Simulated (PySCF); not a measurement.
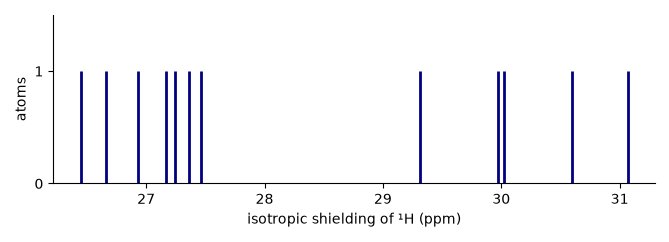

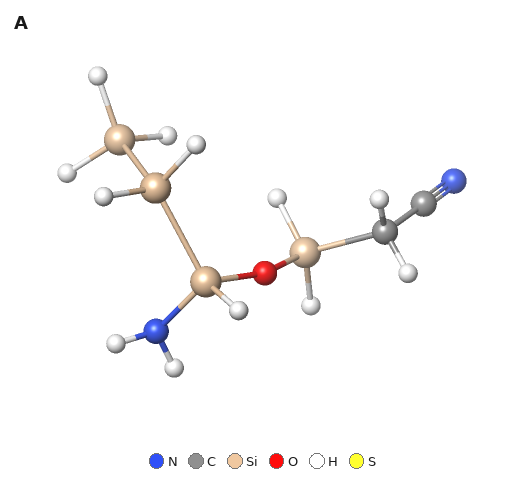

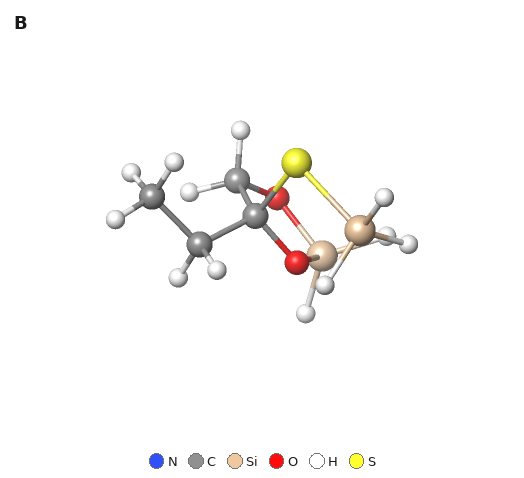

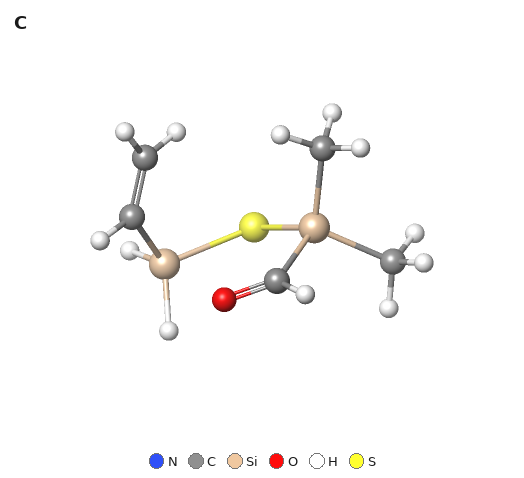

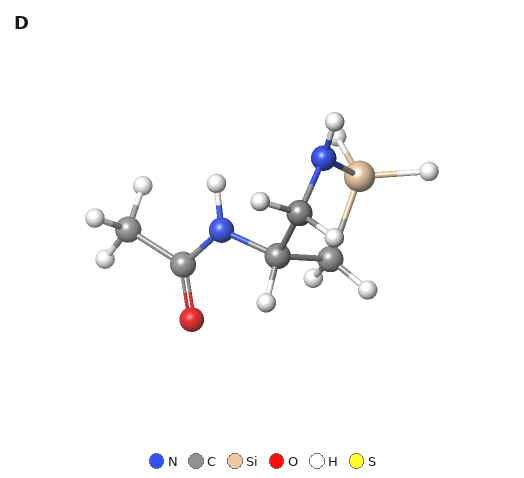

The sticks are computed shieldings of one of the molecules, for one fixed geometry (GFN2-xTB) without averaging over rotations. Low shielding means a high chemical shift. Method: GIAO PBE0/pcSseg-1 NMR shielding, non-relativistic, gas phase (PySCF 2.14.0).

Match the spectrum to a structure.

Answer. B, `CC[C@]1(S[SiH3])CO[SiH2]O1`. Its 12 H atoms give lines at 26.45, 26.66, 26.93, 27.17, 27.25, 27.36, 27.46, 29.32, 29.97, 30.03, 30.59, 31.07 ppm.

The geometry is semi-empirical. Around Si such bond lengths and angles can be off by a tenth of an ångström or more and by several degrees, and values that hang on the shape move with them.
